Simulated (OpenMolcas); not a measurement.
# CH5AlO (SMILES [CH3][AlH][OH]): the HOMO–LUMO gap, rung by rung

The species is CH5AlO (8 atoms), meant as a singlet with charge 0. As SMILES, `[CH3][AlH][OH]`. Geometry: relaxed at PBE0-D4/def2-TZVP. This is one conformer, not always the lowest.

Each level gives the HOMO–LUMO gap (eV). The values are calculated.

```json
{"level": "SVWN5/aug-cc-pVDZ", "kind": "LDA", "program": "OpenMolcas", "value (eV)": "5.24", "CPU time": "49 s"}
{"level": "M06-L/aug-cc-pVDZ", "kind": "meta-GGA", "program": "OpenMolcas", "value (eV)": "6.15", "CPU time": "91 s"}
{"level": "TPSS/aug-cc-pVDZ", "kind": "meta-GGA", "program": "OpenMolcas", "value (eV)": "5.70", "CPU time": "1.7 min"}
{"level": "r2SCAN/aug-cc-pVDZ", "kind": "meta-GGA", "program": "OpenMolcas", "value (eV)": "6.04", "CPU time": "82 s"}
{"level": "B3LYP/aug-cc-pVDZ", "kind": "global hybrid", "program": "OpenMolcas", "value (eV)": "6.97", "CPU time": "61 s"}
{"level": "BHLYP/aug-cc-pVDZ", "kind": "global hybrid", "program": "OpenMolcas", "value (eV)": "9.20", "CPU time": "57 s"}
{"level": "M06-2X/aug-cc-pVDZ", "kind": "hybrid meta-GGA", "program": "OpenMolcas", "value (eV)": "8.92", "CPU time": "88 s"}
{"level": "B2PLYP/aug-cc-pVDZ", "kind": "double hybrid", "program": "OpenMolcas", "value (eV)": "9.32", "CPU time": "56 s"}
```

The values span 5.24 to 9.32 eV. Orbital gaps aren't excitation energies, and those of double hybrids come from the SCF part alone; they tend to grow with the share of exact exchange. CPU times are rough (shared hosts, several kinds of processor): they show what a rung costs within a factor of a few.

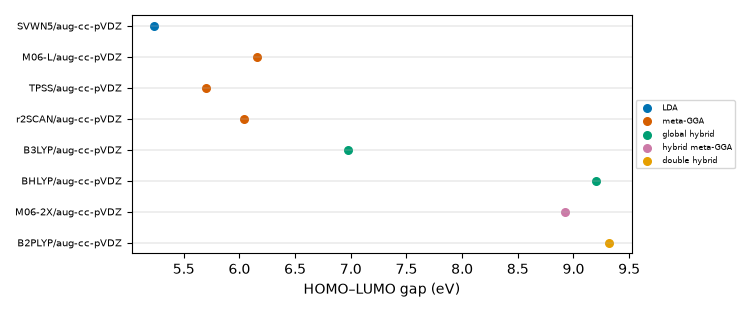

The values of the table, level by level.
